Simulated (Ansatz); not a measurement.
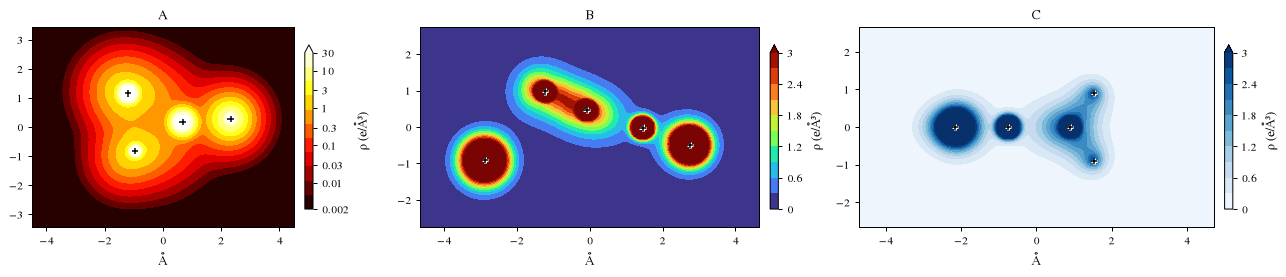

The total electron density of 3 systems, each on a plane through atoms (crosses mark nuclei in the plane).

Theory: Ansatz, isolated molecule in a Gaussian basis; Kohn-Sham density functional theory, functional PBE0.

System 1: CH3BeO (SMILES [CH2][Be][OH]) (doublet), the plane of atoms H4, C1 and H5. Geometry: PBE0-D3(BJ)/def2-SVP.

```csv
atom,x (Å),y (Å),z (Å)
C,-1.0112,0.7340,0.8745
Be,-1.3266,0.6147,-0.7423
O,-1.5632,0.5186,-2.1278
H,-0.7287,-0.1096,1.5209
H,-1.0532,1.6684,1.4528
H,-2.2074,0.3798,-2.8143
```

System 2: CH2AlFS (SMILES [F][Al]1[CH2][S]1), the plane of atoms C1, Al2 and F3. Geometry: B3LYP-D3(BJ)/def2-SVP.

```tsv
atom	x (Å)	y (Å)	z (Å)
C	0.5653	-0.4321	1.0418
Al	0.4960	0.9869	-0.2230
F	-0.1556	1.7475	-1.5384
S	1.9536	0.9658	1.3066
H	1.0361	-1.4019	0.8363
H	-0.0890	-0.4902	1.9209
```

System 3: C2BeFK (SMILES [F][Be][C]1=[C+][K-]1), the molecular plane. Geometry: B3LYP/6-31G*.

```xyz
5

C    -0.8028   -1.3063    2.1409
C    -0.2436   -1.5395    1.0433
Be   -1.3374   -1.0070    3.6297
F    -1.8661   -0.7486    4.8840
K    -2.0623   -1.6962   -0.6812
```

**Match each panel to its system.**

Panel A is system 2, CH2AlFS: the plane holds C, Al, F and S. Al–F (1.65 Å): ρ at the midpoint is about 0.92 e/Å³. Panel B is system 3, C2BeFK: the plane holds C, Be, F and K. C–C (1.25 Å): ρ is about 2.8 e/Å³ halfway. Panel C is system 1, CH3BeO: the plane holds C, Be, O and H. Be–O (1.41 Å): ρ is about 1.5 e/Å³ halfway.
